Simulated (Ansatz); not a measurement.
# CH4GeO2: geometry relaxation

- system: CH4GeO2, SMILES [OH][GeH]1[CH2][O]1
- method: RKS PBE0-D4/def2-TZVP (Ansatz 0.2.0)

The geometry: PBE-D4/def2-SVP start. Figures and captions count atoms from 1; the log counts them from 0 in places.

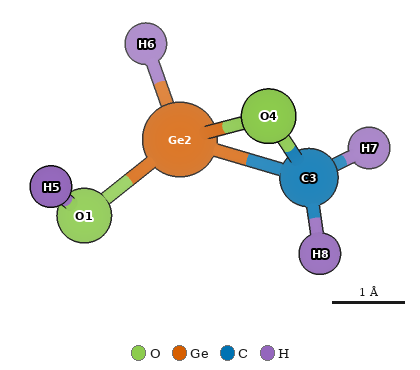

Figure 1. The structure as given in the input (ball-and-stick view, seen at a tilt; atoms are numbered from 1 in the order of the input). Sticks mark near contacts.

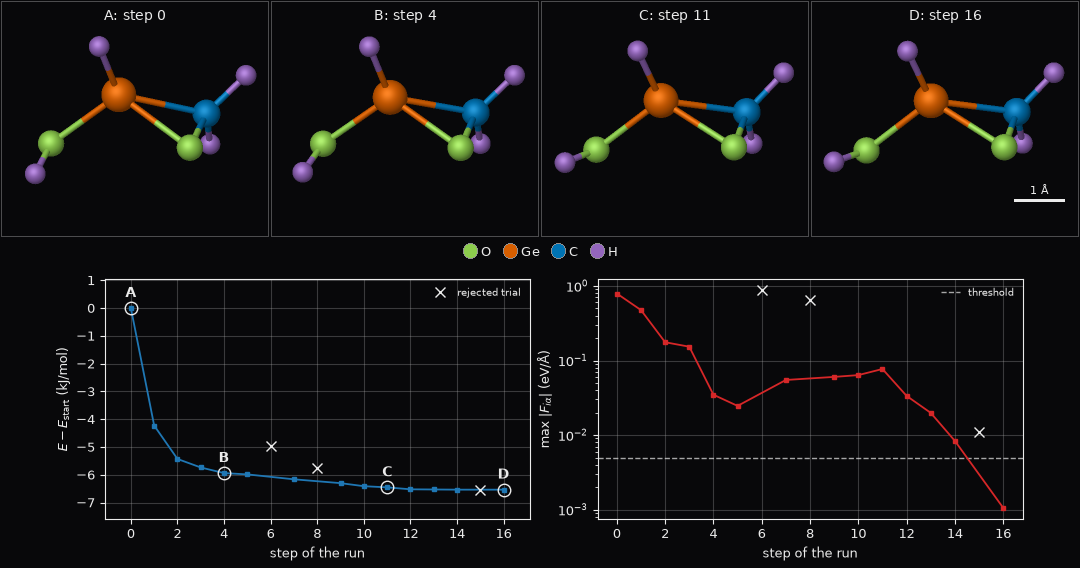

Figure 2. Frames of the relaxation (ball-and-stick view, seen at a tilt) above the curves, on which the letters mark them (the first geometry is step 0 here and step 1 in the log).

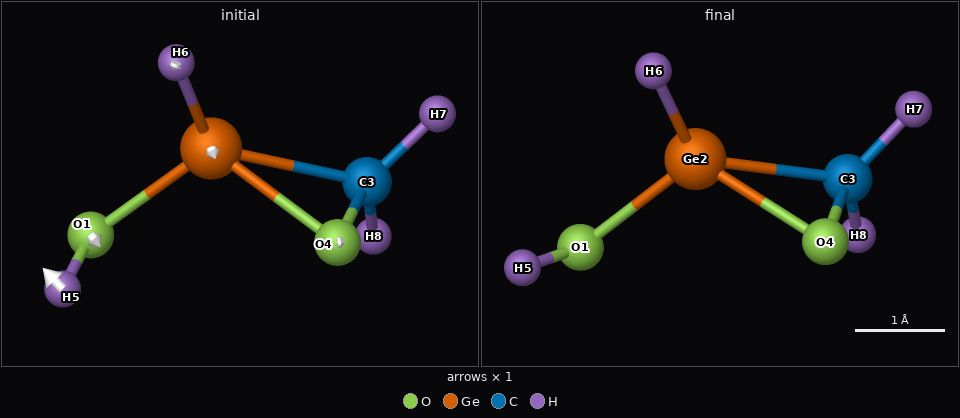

Figure 3. Before (left) and after (right) the relaxation, at one scale (ball-and-stick view, seen at a tilt). The white arrows give the displacements, at true length. H5 moves most after the best rigid fit: 0.33 Å. By element the largest moves are H 0.33 Å, O 0.18 Å, Ge 0.14 Å, C 0.04 Å. Among the contacts that change: Ge2–O4 1.871 → 1.819 Å, Ge2–C3 1.917 → 1.882 Å, O1–Ge2 1.793 → 1.764 Å, C3–H7 1.112 → 1.090 Å. Among the angles that change: O4–Ge2–H6 109.6° → 113.4°, Ge2–O1–H5 110.2° → 113.0°, O1–Ge2–O4 112.0° → 114.1°. Over 16 geometry steps the energy falls by 6.54 kJ/mol. Largest force component: 0.79 eV/Å at the start, 0.0011 eV/Å at the end. The line search rejected the trial steps at points 6, 8, 15 (counted from 0) and went back. (Atoms are counted from 1 in the order of the input.)

These pictures come from the run below.

Input:
```yaml
crystal:
  periodic: [false, false, false]
  atoms:
    - {symbol: O, position_ang: [-1.681645, 0.789405, -0.713182]}
    - {symbol: Ge, position_ang: [-0.172546, 0.643766, 0.243481]}
    - {symbol: C, position_ang: [1.126937, -0.660102, -0.291749]}
    - {symbol: O, position_ang: [0.206796, -1.133690, 0.689345]}
    - {symbol: H, position_ang: [-2.436658, 0.424768, -0.210778]}
    - {symbol: H, position_ang: [-0.155819, 1.511942, 1.516491]}
    - {symbol: H, position_ang: [2.186966, -0.557681, 0.028142]}
    - {symbol: H, position_ang: [1.018168, -1.075408, -1.317451]}
basis:
  gaussian: {orbitals: def2-TZVP}
hamiltonian: {xc: pbe0, dispersion: d4}
relax: {f_tol: 0.005, max_steps: 150}
```

Command:
```bash
ansatz run in.yaml --threads 2 --pin off --events-out ev --progress --plain --max-ram 4352MiB
```

Output:
```
Functional definition: PBE0
  name "PBE0"
  cite "Adamo & Barone, J. Chem. Phys. 110, 6158 (1999) doi:10.1063/1.478522"
  cite "Perdew, Burke & Ernzerhof, Phys. Rev. Lett. 77, 3865 (1996) doi:10.1103/PhysRevLett.77.3865"
  parent pbe
  parameter a = 0.25
  parameter kappa = 0.804
  parameter beta = 0.06672455060314922
  exchange = (1 - a)*pbe_x(kappa = kappa, mu = beta*pi^2/3) + a*exact_x
  correlation = pbe_c(beta = beta)
1059 factors; their error is unknown
mean field evaluation 1: about -61692.1397 eV, gradient 7.6e1 eV
mean field evaluation 2: about -61654.2966 eV, gradient 1.5e2 eV
mean field evaluation 4: about -61702.4977 eV, gradient 1.4e1 eV
mean field evaluation 8: about -61702.8399 eV, gradient 2.3e-1 eV
mean field evaluation 16: about -61703.1118 eV, gradient 3.0e-4 eV
mean field -61703.11180344 eV, -2267.5475349052 hartree, gradient 4.0e-5 eV, S^2 0.000000; 0 other end points of the search recorded, 0 dependent functions left out
the calculation of the forces begins
reference -61703.11183112 eV, -2267.5475359224 hartree; 29, 29 occupied and 136, 136 virtual orbitals, 1059 factors
relax step   1: F+E_penalty+E_count = -61703.22478952 eV  Δ(F+E_penalty+E_count) = +0.000e0 eV  max|allowed force component| = 7.914e-1 eV/Å  Δτ_max = 0.0000 Å  (28 SCF iters, accepted)
these checks for a lower state are left out or cut short: starts, cluster_reference, orbital_swaps, neighbouring_geometries, increment
1059 factors; their error is unknown
mean field -61703.15537340 eV, -2267.5491360717 hartree, gradient 9.0e-6 eV, S^2 0.000000; 0 other end points of the search recorded, 0 dependent functions left out
[... from here on the field's lines of each further geometry are left out, up to the last ...]
relax step   2: F+E_penalty+E_count = -61703.26862652 eV  Δ(F+E_penalty+E_count) = -4.384e-2 eV  max|allowed force component| = 4.743e-1 eV/Å  Δτ_max = 0.0209 Å  (34 SCF iters, accepted)
relax step   3: F+E_penalty+E_count = -61703.28108101 eV  Δ(F+E_penalty+E_count) = -1.245e-2 eV  max|allowed force component| = 1.758e-1 eV/Å  Δτ_max = 0.0282 Å  (33 SCF iters, accepted)
relax step   4: F+E_penalty+E_count = -61703.28425942 eV  Δ(F+E_penalty+E_count) = -3.178e-3 eV  max|allowed force component| = 1.531e-1 eV/Å  Δτ_max = 0.0579 Å  (32 SCF iters, accepted)
relax step   5: F+E_penalty+E_count = -61703.28635713 eV  Δ(F+E_penalty+E_count) = -2.098e-3 eV  max|allowed force component| = 3.474e-2 eV/Å  Δτ_max = 0.0193 Å  (34 SCF iters, accepted)
relax step   6: F+E_penalty+E_count = -61703.28684101 eV  Δ(F+E_penalty+E_count) = -4.839e-4 eV  max|allowed force component| = 2.461e-2 eV/Å  Δτ_max = 0.0142 Å  (34 SCF iters, accepted)
relax step   7: F+E_penalty+E_count = -61703.27634162 eV  Δ(F+E_penalty+E_count) = +1.050e-2 eV  max|allowed force component| = 8.846e-1 eV/Å  Δτ_max = 0.1295 Å  (32 SCF iters, rejected (line search))
relax step   8: F+E_penalty+E_count = -61703.28867473 eV  Δ(F+E_penalty+E_count) = -1.834e-3 eV  max|allowed force component| = 5.481e-2 eV/Å  Δτ_max = 0.0647 Å  (31 SCF iters, accepted)
relax step   9: F+E_penalty+E_count = -61703.28445755 eV  Δ(F+E_penalty+E_count) = +4.217e-3 eV  max|allowed force component| = 6.574e-1 eV/Å  Δτ_max = 0.0971 Å  (31 SCF iters, rejected (line search))
relax step  10: F+E_penalty+E_count = -61703.29010578 eV  Δ(F+E_penalty+E_count) = -1.431e-3 eV  max|allowed force component| = 6.028e-2 eV/Å  Δτ_max = 0.0485 Å  (33 SCF iters, accepted)
relax step  11: F+E_penalty+E_count = -61703.29124292 eV  Δ(F+E_penalty+E_count) = -1.137e-3 eV  max|allowed force component| = 6.369e-2 eV/Å  Δτ_max = 0.0500 Å  (32 SCF iters, accepted)
relax step  12: F+E_penalty+E_count = -61703.29167791 eV  Δ(F+E_penalty+E_count) = -4.350e-4 eV  max|allowed force component| = 7.692e-2 eV/Å  Δτ_max = 0.0750 Å  (32 SCF iters, accepted)
relax step  13: F+E_penalty+E_count = -61703.29240550 eV  Δ(F+E_penalty+E_count) = -7.276e-4 eV  max|allowed force component| = 3.354e-2 eV/Å  Δτ_max = 0.0238 Å  (33 SCF iters, accepted)
relax step  14: F+E_penalty+E_count = -61703.29246900 eV  Δ(F+E_penalty+E_count) = -6.350e-5 eV  max|allowed force component| = 1.984e-2 eV/Å  Δτ_max = 0.0068 Å  (35 SCF iters, accepted)
relax step  15: F+E_penalty+E_count = -61703.29253368 eV  Δ(F+E_penalty+E_count) = -6.468e-5 eV  max|allowed force component| = 8.352e-3 eV/Å  Δτ_max = 0.0029 Å  (34 SCF iters, accepted)
relax step  16: F+E_penalty+E_count = -61703.29253308 eV  Δ(F+E_penalty+E_count) = +6.063e-7 eV  max|allowed force component| = 1.099e-2 eV/Å  Δτ_max = 0.0011 Å  (35 SCF iters, rejected (line search))
the calculation of the forces begins
reference -61703.17931180 eV, -2267.5500157914 hartree; 29, 29 occupied and 136, 136 virtual orbitals, 1059 factors
relax step  17: F+E_penalty+E_count = -61703.29253780 eV  Δ(F+E_penalty+E_count) = -4.119e-6 eV  max|allowed force component| = 1.057e-3 eV/Å  Δτ_max = 0.0005 Å  (34 SCF iters, accepted)
1059 factors; their error is unknown
mean field -61703.17928459 eV, -2267.5500147917 hartree, gradient 8.7e-6 eV, S^2 0.000000; 1 other end points of the search recorded, 0 dependent functions left out
the calculation of the forces begins
reference -61703.17931180 eV, -2267.5500157914 hartree; 29, 29 occupied and 136, 136 virtual orbitals, 1059 factors
Total energy: -61703.29256501 eV, -2267.5541777702 hartree
Atom 0 at    -1.684557     0.608028    -0.705559 Å, force     0.000803    -0.000858    -0.000350 eV/Å
Atom 1 at    -0.216129     0.514345     0.267768 Å, force     0.000570     0.001057     0.000607 eV/Å
Atom 2 at     1.158097    -0.633836    -0.309935 Å, force    -0.000837    -0.000376     0.000081 eV/Å
Atom 3 at     0.283833    -1.181136     0.697861 Å, force     0.000200    -0.000490    -0.000058 eV/Å
Atom 4 at    -2.475190     0.752392    -0.179825 Å, force    -0.000649     0.000410     0.000318 eV/Å
Atom 5 at    -0.229296     1.463360     1.461213 Å, force    -0.000567     0.000234    -0.000086 eV/Å
Atom 6 at     2.190281    -0.485341     0.006243 Å, force     0.000525    -0.000040     0.000099 eV/Å
Atom 7 at     1.065159    -1.094811    -1.293469 Å, force    -0.000045     0.000062    -0.000610 eV/Å
Dipole moment:    -0.049922     0.470843     0.098360 e Å
```

Trajectory as extended XYZ (Å, eV, eV/Å), 17 frames, from step=1 to step=17:
```
8
Properties=species:S:1:pos:R:3:forces:R:3 step=1 energy=-61703.22479
O    -1.6816    0.7894   -0.7132   -0.0373  -0.3513   0.7914
Ge   -0.1725    0.6438    0.2435   -0.0995  -0.6623  -0.0640
C     1.1269   -0.6601   -0.2917    0.1607   0.1571  -0.1936
O     0.2068   -1.1337    0.6893    0.0858   0.5919  -0.3756
H    -2.4367    0.4248   -0.2108    0.5637   0.3030  -0.4210
H    -0.1558    1.5119    1.5165   -0.0251  -0.1230  -0.2505
H     2.1870   -0.5577    0.0281   -0.6604  -0.0950  -0.1269
H     1.0182   -1.0754   -1.3175    0.0119   0.1795   0.6402
8
Properties=species:S:1:pos:R:3:forces:R:3 step=2 energy=-61703.26863
O    -1.6723    0.7816   -0.7003    0.1153  -0.1167   0.3122
Ge   -0.1720    0.6342    0.2435   -0.0700  -0.4743  -0.0548
C     1.1251   -0.6478   -0.2966    0.0949   0.0798  -0.1281
O     0.2063   -1.1298    0.6743   -0.0792   0.3388  -0.0753
H    -2.4227    0.4311   -0.2035    0.1292   0.0982  -0.1501
H    -0.1607    1.5051    1.4974    0.0097   0.0071  -0.0494
H     2.1677   -0.5589    0.0324   -0.1983  -0.0083  -0.0376
H     1.0208   -1.0725   -1.3028   -0.0016   0.0755   0.1831
8
Properties=species:S:1:pos:R:3:forces:R:3 step=3 energy=-61703.28108
O    -1.6554    0.7701   -0.6951    0.0028  -0.0112   0.0267
Ge   -0.1780    0.6104    0.2575    0.0383  -0.0722   0.0250
C     1.1209   -0.6435   -0.2979    0.1222   0.1758  -0.1626
O     0.2073   -1.1302    0.6758   -0.1390  -0.0507   0.1383
H    -2.4193    0.4396   -0.2154   -0.0655   0.0157  -0.0287
H    -0.1512    1.5071    1.4890    0.0020   0.0226   0.0029
H     2.1557   -0.5469    0.0278    0.0388  -0.0344   0.0261
H     1.0121   -1.0635   -1.2973    0.0005  -0.0455  -0.0276
8
Properties=species:S:1:pos:R:3:forces:R:3 step=4 energy=-61703.28426
O    -1.6684    0.7556   -0.6831    0.1210   0.0370  -0.0853
Ge   -0.1877    0.5824    0.2639   -0.1531  -0.0157   0.0148
C     1.1335   -0.6314   -0.3031   -0.0805  -0.0684  -0.0047
O     0.2078   -1.1481    0.6724    0.0827   0.0434  -0.0265
H    -2.4606    0.4801   -0.2175   -0.0170  -0.0176   0.0733
H    -0.1321    1.5086    1.4686   -0.0167   0.0493   0.0579
H     2.1616   -0.5400    0.0400    0.0616   0.0081   0.0233
H     1.0381   -1.0641   -1.2969    0.0019  -0.0361  -0.0530
8
Properties=species:S:1:pos:R:3:forces:R:3 step=5 energy=-61703.28636
O    -1.6583    0.7569   -0.6890   -0.0286  -0.0107  -0.0347
Ge   -0.1904    0.5819    0.2726    0.0185  -0.0175   0.0175
C     1.1308   -0.6321   -0.3064   -0.0043  -0.0096   0.0130
O     0.2191   -1.1455    0.6810   -0.0007   0.0113   0.0010
H    -2.4530    0.4828   -0.2238    0.0144   0.0143   0.0133
H    -0.1472    1.5104    1.4806   -0.0042   0.0007   0.0034
H     2.1639   -0.5378    0.0267    0.0078   0.0025  -0.0017
H     1.0273   -1.0737   -1.2973   -0.0030   0.0090  -0.0118
8
Properties=species:S:1:pos:R:3:forces:R:3 step=6 energy=-61703.28684
O    -1.6578    0.7496   -0.6931   -0.0246  -0.0213  -0.0117
Ge   -0.1911    0.5783    0.2724    0.0098   0.0062   0.0115
C     1.1325   -0.6333   -0.3062    0.0044   0.0083   0.0100
O     0.2227   -1.1468    0.6832    0.0033  -0.0060  -0.0075
H    -2.4543    0.4960   -0.2190    0.0187   0.0197   0.0019
H    -0.1538    1.5087    1.4800   -0.0019  -0.0073  -0.0043
H     2.1663   -0.5364    0.0251   -0.0075  -0.0019  -0.0057
H     1.0278   -1.0732   -1.2982   -0.0021   0.0024   0.0058
8
Properties=species:S:1:pos:R:3:forces:R:3 step=7 energy=-61703.27634 accepted=F
O    -1.6573    0.6855   -0.7216   -0.8682  -0.1103   0.6842
Ge   -0.2003    0.5461    0.2706   -0.0152   0.1011  -0.0321
C     1.1479   -0.6366   -0.3074    0.0223   0.0493   0.0216
O     0.2534   -1.1618    0.6944    0.0250  -0.0631  -0.0430
H    -2.4748    0.6175   -0.1791    0.8846   0.0950  -0.6310
H    -0.2022    1.4902    1.4720    0.0072  -0.0456  -0.0407
H     2.1839   -0.5190    0.0151   -0.0644  -0.0138  -0.0232
H     1.0416   -1.0788   -1.2998    0.0089  -0.0126   0.0643
8
Properties=species:S:1:pos:R:3:forces:R:3 step=8 energy=-61703.28868
O    -1.6614    0.7174   -0.7040   -0.0416  -0.0331   0.0447
Ge   -0.1958    0.5643    0.2680   -0.0139  -0.0035   0.0009
C     1.1399   -0.6338   -0.3066   -0.0098  -0.0065   0.0143
O     0.2362   -1.1559    0.6846    0.0037   0.0175  -0.0112
H    -2.4639    0.5566   -0.1983    0.0548   0.0297  -0.0377
H    -0.1735    1.4974    1.4737   -0.0021  -0.0053   0.0007
H     2.1726   -0.5258    0.0242    0.0005   0.0010  -0.0121
H     1.0381   -1.0773   -1.2972    0.0084   0.0001   0.0003
8
Properties=species:S:1:pos:R:3:forces:R:3 step=9 energy=-61703.28446 accepted=F
O    -1.6662    0.6679   -0.7165   -0.6574  -0.0277   0.4695
Ge   -0.2047    0.5405    0.2660    0.0070  -0.0111  -0.0067
C     1.1506   -0.6337   -0.3086   -0.0244  -0.0167   0.0400
O     0.2581   -1.1689    0.6899    0.0163   0.0312  -0.0296
H    -2.4797    0.6498   -0.1760    0.6561   0.0285  -0.4550
H    -0.2014    1.4809    1.4667   -0.0044  -0.0076  -0.0047
H     2.1825   -0.5075    0.0186   -0.0064  -0.0016  -0.0177
H     1.0529   -1.0860   -1.2958    0.0131   0.0050   0.0042
8
Properties=species:S:1:pos:R:3:forces:R:3 step=10 energy=-61703.29011
O    -1.6634    0.6903   -0.7085   -0.0603  -0.0211   0.0415
Ge   -0.2013    0.5519    0.2696    0.0139  -0.0049  -0.0145
C     1.1442   -0.6340   -0.3070   -0.0045   0.0126   0.0058
O     0.2488   -1.1617    0.6891    0.0004  -0.0054   0.0002
H    -2.4712    0.6043   -0.1933    0.0587   0.0223  -0.0360
H    -0.1855    1.4886    1.4719   -0.0092   0.0007   0.0068
H     2.1775   -0.5153    0.0185   -0.0048  -0.0025  -0.0074
H     1.0431   -1.0812   -1.2961    0.0057  -0.0018   0.0037
8
Properties=species:S:1:pos:R:3:forces:R:3 step=11 energy=-61703.29124
O    -1.6702    0.6650   -0.7091   -0.0476  -0.0125   0.0255
Ge   -0.2033    0.5427    0.2641   -0.0305  -0.0015   0.0174
C     1.1501   -0.6348   -0.3077    0.0011  -0.0096  -0.0022
O     0.2601   -1.1661    0.6910    0.0048  -0.0006  -0.0031
H    -2.4751    0.6530   -0.1827    0.0637   0.0125  -0.0327
H    -0.2048    1.4781    1.4680    0.0057   0.0048   0.0005
H     2.1832   -0.5078    0.0155   -0.0020   0.0051  -0.0058
H     1.0521   -1.0872   -1.2948    0.0048   0.0019   0.0003
8
Properties=species:S:1:pos:R:3:forces:R:3 step=12 energy=-61703.29168
O    -1.6753    0.6228   -0.7130   -0.0274  -0.0009   0.0191
Ge   -0.2150    0.5201    0.2692    0.0769  -0.0302   0.0063
C     1.1537   -0.6353   -0.3090   -0.0299   0.0212   0.0245
O     0.2768   -1.1786    0.7020    0.0580   0.0367  -0.0614
H    -2.4671    0.7276   -0.1801   -0.0482   0.0085  -0.0184
H    -0.2255    1.4647    1.4667   -0.0059   0.0001  -0.0116
H     2.1874   -0.4828    0.0017   -0.0194  -0.0357   0.0227
H     1.0572   -1.0953   -1.2931   -0.0042   0.0002   0.0187
8
Properties=species:S:1:pos:R:3:forces:R:3 step=13 energy=-61703.29241
O    -1.6861    0.6102   -0.7057    0.0030  -0.0030   0.0007
Ge   -0.2167    0.5147    0.2658    0.0169  -0.0159   0.0168
C     1.1580   -0.6350   -0.3082    0.0025   0.0125  -0.0335
O     0.2826   -1.1834    0.6957   -0.0239   0.0248   0.0151
H    -2.4767    0.7492   -0.1783    0.0009   0.0000  -0.0001
H    -0.2246    1.4646    1.4589   -0.0089  -0.0073  -0.0004
H     2.1896   -0.4849    0.0096    0.0007  -0.0044  -0.0018
H     1.0661   -1.0924   -1.2936    0.0088  -0.0065   0.0033
8
Properties=species:S:1:pos:R:3:forces:R:3 step=14 energy=-61703.29247
O    -1.6837    0.6105   -0.7066    0.0008  -0.0026   0.0024
Ge   -0.2158    0.5158    0.2674    0.0015  -0.0021  -0.0020
C     1.1571   -0.6342   -0.3094    0.0137   0.0097   0.0028
O     0.2838   -1.1795    0.6996   -0.0004  -0.0080  -0.0082
H    -2.4748    0.7496   -0.1802   -0.0032   0.0010  -0.0008
H    -0.2298    1.4621    1.4625    0.0001   0.0086   0.0033
H     2.1900   -0.4863    0.0036    0.0074   0.0058   0.0183
H     1.0654   -1.0950   -1.2926   -0.0198  -0.0123  -0.0158
8
Properties=species:S:1:pos:R:3:forces:R:3 step=15 energy=-61703.29253
O    -1.6847    0.6084   -0.7057    0.0004  -0.0011   0.0006
Ge   -0.2163    0.5143    0.2676    0.0022  -0.0040   0.0010
C     1.1582   -0.6336   -0.3100   -0.0084  -0.0059   0.0036
O     0.2838   -1.1812    0.6980    0.0018   0.0060  -0.0049
H    -2.4753    0.7522   -0.1797    0.0002   0.0003  -0.0005
H    -0.2289    1.4630    1.4610   -0.0014   0.0029   0.0020
H     2.1902   -0.4853    0.0064    0.0045   0.0016   0.0009
H     1.0652   -1.0949   -1.2933    0.0006   0.0002  -0.0029
8
Properties=species:S:1:pos:R:3:forces:R:3 step=16 energy=-61703.29253 accepted=F
O    -1.6846    0.6074   -0.7056    0.0000  -0.0004   0.0005
Ge   -0.2162    0.5141    0.2678    0.0018   0.0110   0.0070
C     1.1581   -0.6340   -0.3099    0.0013   0.0048  -0.0015
O     0.2839   -1.1811    0.6979   -0.0001  -0.0066   0.0021
H    -2.4751    0.7530   -0.1800   -0.0004   0.0002  -0.0001
H    -0.2295    1.4637    1.4616   -0.0007  -0.0072  -0.0091
H     2.1904   -0.4854    0.0061   -0.0013  -0.0007   0.0002
H     1.0652   -1.0947   -1.2937   -0.0007  -0.0011   0.0009
8
Properties=species:S:1:pos:R:3:forces:R:3 step=17 energy=-61703.29254
O    -1.6846    0.6080   -0.7056    0.0008  -0.0009  -0.0003
Ge   -0.2161    0.5143    0.2678    0.0006   0.0011   0.0006
C     1.1581   -0.6338   -0.3099   -0.0008  -0.0004   0.0001
O     0.2838   -1.1811    0.6979    0.0002  -0.0005  -0.0001
H    -2.4752    0.7524   -0.1798   -0.0006   0.0004   0.0003
H    -0.2293    1.4634    1.4612   -0.0006   0.0002  -0.0001
H     2.1903   -0.4853    0.0062    0.0005   0.0000   0.0001
H     1.0652   -1.0948   -1.2935    0.0000   0.0001  -0.0006
```

Key numbers:

- outcome: converged
- total energy: −61703.2926 eV
- mean-field energy: −61703.1793 eV
- dispersion energy: −0.1133 eV
- SCF solution under orbital rotations: stable
- largest force (length of the vector) at the end: 0.001 eV/Å
- dipole moment: 2.32 D
- hardware: 2 threads of Arm Neoverse V2, 23 GiB of memory available, shared host
- wall time: 68 s (CPU time 2.2 min)
- peak memory: 0.37 GiB
